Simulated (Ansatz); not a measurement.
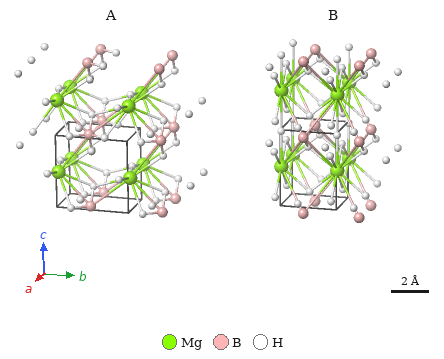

Two geometries of solid MgBH$_{5}$ (built on the SiSnPd5-123 type type), drawn at one scale. One is the start of a relaxation, the other its converged end. Style: ball-and-stick. Shown: the cell of the calculation, repeated 2 × 2 × 2 with one cell outlined, slightly off an axis.

Computed with Ansatz, DFT, PBEsol, plane waves, PAW. (plane-wave cutoff 420 eV; k-point mesh 6 × 6 × 4; occupations fermi dirac; smearing width 0.05 eV; no spin polarisation; cell and atoms relaxed; force threshold 0.01 eV/Å; at most 120 steps)

Q: Which geometry has the lower energy?

A: Structure A is the relaxed one. Case: shaken. The energy falls by 938 meV per atom in 32 accepted moves (37 points after the start). The largest force component goes from 1.3 to 0.0012 eV/Å. The pressure goes from 2.03 to 0.00 GPa. The line search rejected the trial steps at points 26, 34 of the run. The SCF was repeated 3 times at an unchanged geometry on a basis and grid sized afresh for the cell, which shifted the energy by 14.5 meV per atom at most. The largest move relative to the cell is that of an H atom, 1.65 Å along [3 −2 1]. By element the largest moves are H 1.65 Å, B 1.21 Å, Mg 0.49 Å. The drawn cell changes as follows: a 3.060 → 3.606 Å (+17.9 %), b 3.109 → 3.990 Å (+28.3 %), c 4.222 → 3.994 Å (−5.4 %), α 91.6° → 93.2°, β 90.5° → 88.7°, γ 89.9° → 88.7°; the volume changes by +42.8 %. Some distances before and after: H–Mg 2.082 → 3.448 Å, B–H 2.125 → 1.224 Å, H–Mg 1.955 → 2.737 Å, H–Mg 2.043 → 2.732 Å. Bonds break, among them: H–Mg (1.96 → 2.74 Å), H–Mg (2.08 → 3.45 Å). Bond angles that change, for instance: Mg–H–Mg 106.8° → 156.8°, H–Mg–H 106.8° → 156.8°, H–Mg–H 171.4° → 122.6°. The space group (tolerance 0.01 Å) goes from P1 (No. 1) to C2 (No. 5).
